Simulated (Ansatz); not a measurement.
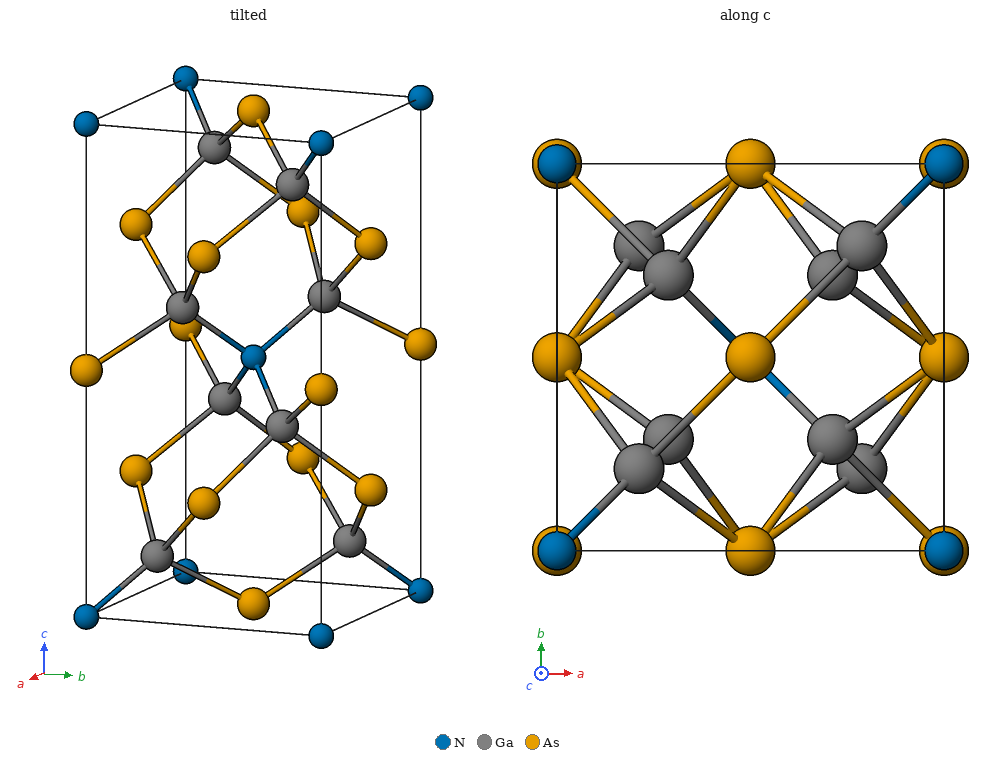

The crystal in a ball-and-stick representation, seen slightly off an axis and along the c axis. The conventional unit cell is drawn as a box.

Ga4As3N, space group I-42m (No. 121), a = 5.388 Å, b = 5.388 Å, c = 10.614 Å, α = 90.00°, β = 90.00°, γ = 90.00°. Origin of the cell: a structure type filled with these elements by a generator (whether the compound takes this form wasn't checked). Earlier steps of the study, as a rule a relaxation of our own, may have changed the cell and positions, so they can lie some per cent off the listed ones. Ansatz was used for an electronic-structure calculation on it.

This one geometry was computed with Ansatz (DFT, plane waves, PAW) at five levels of theory: PBE, r2SCAN, PBE with spin-orbit coupling, HSE06 and PBE0. It was relaxed beforehand with r2SCAN.

Which level gives the highest pressure at this volume, and what does that say about its equilibrium volume?

Answer. Highest: PBE (3.3 GPa) and PBE with spin-orbit coupling (3.3 GPa), which points to the largest equilibrium volume. Lowest, with the smallest volume: r2SCAN (0.0 GPa), HSE06 (0.4 GPa) and PBE0 (0.1 GPa). Levels within 0.5 GPa of each other can't be told apart.

How does the band gap change with the level of theory?

Answer. PBE with spin-orbit coupling: a gap of 0.09 eV, direct; PBE: a gap of 0.16 eV, direct; r2SCAN: a gap of 0.52 eV, direct; HSE06: a gap of 0.93 eV, direct; PBE0: a gap of 1.54 eV, direct.

Collect the results in a table.

Answer.
| level | cutoff (eV) | k-mesh of the run's cell | gap (eV) | pressure (GPa) |
| --- | --- | --- | --- | --- |
| PBE | 420 | 6×6×6 | 0.16 | 3.3 |
| r2SCAN | 500 | 6×6×6 | 0.52 | 0.0 |
| PBE with spin-orbit coupling | 420 | 6×6×6 | 0.09 | 3.3 |
| HSE06 | 420 | 4×4×4 | 0.93 | 0.4 |
| PBE0 | 420 | 4×4×4 | 1.54 | 0.1 |

Gaps are taken on the k-mesh or band path of each run.
